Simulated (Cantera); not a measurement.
A closed system holds: 1 mol PbO, 0.016 mol O₂, 0.15 mol H₂, held at 133 Pa.

These are equilibrium values from Cantera (NASA tables, ideal gas, pure condensed phases), not measurements of a reactor. Candidate condensed phases: H₂O, Pb, PbO, PbO₂, Pb₃O₄; 12 gas species. Mutual solubility and eutectic melting of coexisting phases are not modelled. Gases not in the tables: (PbO)n polymers. Equilibrium is a limit: real reactors are often held back by kinetics, nucleation or transport.

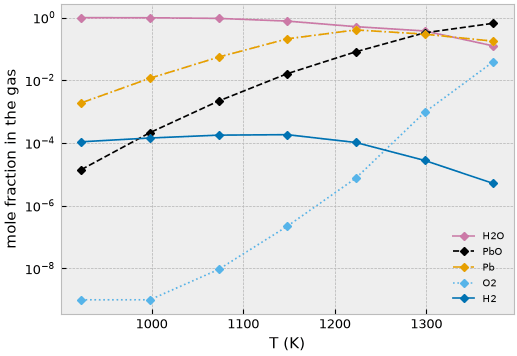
Fig. 1. Equilibrium gas composition (values under 1e-9 drawn at 1e-9)

Q: Read off the mole fractions at 923 K.

A: H₂O about 1.00, Pb about 0.0019, H₂ about 0.00011, PbO about 1.4e-5.
